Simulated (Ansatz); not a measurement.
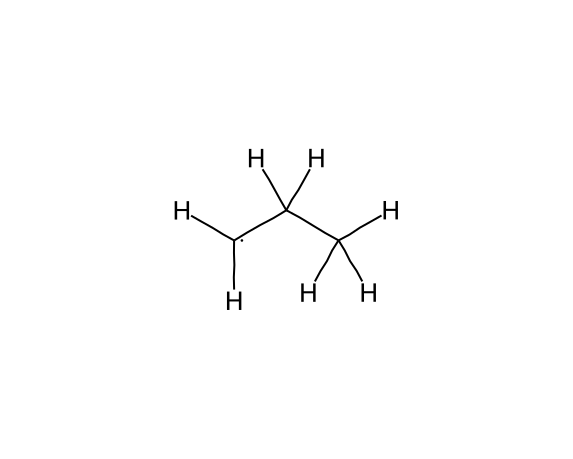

(Drawn from a calculation with Ansatz.)

2D structure. State: neutral, doublet.

Question: Write the SMILES.

Answer: [CH2]CC

Question: Give the formula, hydrogens included.

Answer: C3H7.
